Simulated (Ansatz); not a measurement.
# What a change does: single-point calculation on Al₂H₄Br₂

System: Al₂H₄Br₂, multiplicity 3.
Method of run A: UKS PBE-D4/def2-TZVP (Ansatz 0.2.0).

The geometry comes from this level: PBE0-D4/def2-SVP. Text and figures count atoms from 1; the logs count them from 0 in places.

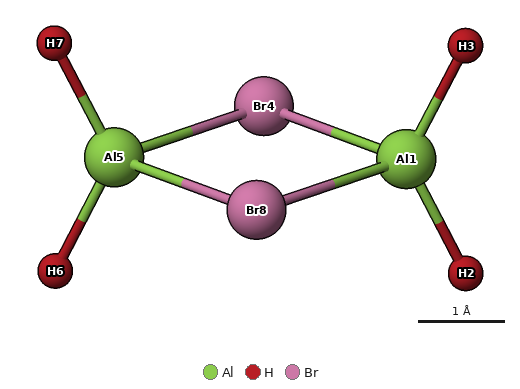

**Figure 1.** The input geometry (ball-and-stick view, seen at a tilt; atoms are numbered from 1 in the order of the input). Sticks mark near contacts. Bond lengths as drawn: Al–Br 2.47 Å and Al–H 1.58 Å.

Input file, run A:
```yaml
crystal:
  periodic: [false, false, false]
  atoms:
    - {symbol: Al, position_ang: [-0.862712, -0.515592, 1.382872]}
    - {symbol: H, position_ang: [-1.335941, -2.020291, 1.382212]}
    - {symbol: H, position_ang: [-1.090293, 0.568452, 2.505868]}
    - {symbol: Br, position_ang: [1.535085, -0.480775, 0.778398]}
    - {symbol: Al, position_ang: [0.862689, 0.515392, -1.382965]}
    - {symbol: H, position_ang: [1.087911, -0.571971, -2.503224]}
    - {symbol: H, position_ang: [1.337922, 2.019454, -1.386733]}
    - {symbol: Br, position_ang: [-1.534651, 0.485331, -0.776429]}
basis:
  gaussian: {orbitals: def2-TZVP, initial_orbitals: start.molden}
magnetization: {spin_polarized: true, initial_magnetization: 2}
hamiltonian: {xc: pbe, dispersion: d4}
scf: {omitted_lower_state_checks: [starts]}
output: {orbitals: {seedname: orbitals}}
```

Command:
```bash
ansatz run in.yaml --threads 4 --pin off --events-out ev --progress --plain --max-ram 3916MiB
```

Hardware: 4 threads of Arm Neoverse V2, 23 GiB of memory available, shared host.

Output (run A):
```
Functional definition: PBE
  parameter kappa = 0.804
  parameter beta = 0.06672455060314922
  exchange = pbe_x(kappa = kappa, mu = beta*pi^2/3)
  correlation = pbe_c(beta = beta)
these checks for a lower state are left out or cut short: starts
1446 factors; their error is unknown
mean field evaluation 1: about -153321.8877 eV, gradient 1.0e1 eV
mean field evaluation 2: about -153322.0033 eV, gradient 1.6e-1 eV
mean field evaluation 4: about -153321.9529 eV, gradient 4.8e-4 eV
mean field -153321.95294037 eV, -5634.4778452063 hartree, gradient 8.3e-6 eV, S^2 2.003168; 0 other end points of the search recorded, 0 dependent functions left out
reference -153321.95299495 eV, -5634.4778472122 hartree; 51, 49 occupied and 143, 145 virtual orbitals, 1446 factors
Total energy: -153322.20551478 eV, -5634.4871271445 hartree
Checks for a lower state left out: starts
```

The input of run B differs as follows (lines with − go, lines with + come):
```diff
-magnetization: {spin_polarized: true, initial_magnetization: 2}
-output: {orbitals: {seedname: orbitals}}
+output: {forces: true, orbitals: {seedname: orbitals}}
```

How does run B compare with run A?

The total energies belong to different methods, so their difference says nothing on which is more stable or more accurate. The HOMO goes from −2.33 to −6.99 eV. The LUMO goes from −7.25 to −1.80 eV. On the same kind of shared host run B took about 0.53 times as long.

Output (run B):
```
Functional definition: PBE
  parameter kappa = 0.804
  parameter beta = 0.06672455060314922
  exchange = pbe_x(kappa = kappa, mu = beta*pi^2/3)
  correlation = pbe_c(beta = beta)
these checks for a lower state are left out or cut short: starts
1446 factors; their error is unknown
mean field evaluation 1: about -153326.9089 eV, gradient 1.4e1 eV
mean field evaluation 2: about -153327.0304 eV, gradient 1.6e-1 eV
mean field evaluation 4: about -153326.9788 eV, gradient 1.5e-4 eV
mean field -153326.97880471 eV, -5634.6625423143 hartree, gradient 2.7e-5 eV, S^2 0.000000; 0 other end points of the search recorded, 0 dependent functions left out
the calculation of the forces begins
reference -153326.97885475 eV, -5634.6625441531 hartree; 50, 50 occupied and 144, 144 virtual orbitals, 1446 factors
Total energy: -153327.23137457 eV, -5634.6718240854 hartree
Atom 0 at    -0.862712    -0.515592     1.382872 Å, force     0.026127     0.015521    -0.041743 eV/Å
Atom 1 at    -1.335941    -2.020291     1.382212 Å, force    -0.029395    -0.080190     0.008204 eV/Å
Atom 2 at    -1.090293     0.568452     2.505868 Å, force    -0.016806     0.052513     0.065739 eV/Å
Atom 3 at     1.535085    -0.480775     0.778398 Å, force     0.129292    -0.040571     0.065560 eV/Å
Atom 4 at     0.862689     0.515392    -1.382965 Å, force    -0.026086    -0.015597     0.041773 eV/Å
Atom 5 at     1.087911    -0.571971    -2.503224 Å, force     0.016667    -0.052656    -0.065669 eV/Å
Atom 6 at     1.337922     2.019454    -1.386733 Å, force     0.029483     0.080143    -0.008387 eV/Å
Atom 7 at    -1.534651     0.485331    -0.776429 Å, force    -0.129282     0.040836    -0.065477 eV/Å
Dipole moment:     0.000020     0.000292     0.000116 e Å
Checks for a lower state left out: starts
```

The two runs side by side:

```csv
quantity,run A,run B
outcome,converged,converged
total energy (hartree),−5634.487127,−5634.671824
HOMO (eV),−2.33,−6.99
LUMO (eV),−7.25,−1.80
⟨S²⟩,2.003,–
basis functions,194,194
dipole moment (D),–,0.00
largest force (eV/Å),–,0.151
wall time (shared host),5.5 s,2.9 s
```
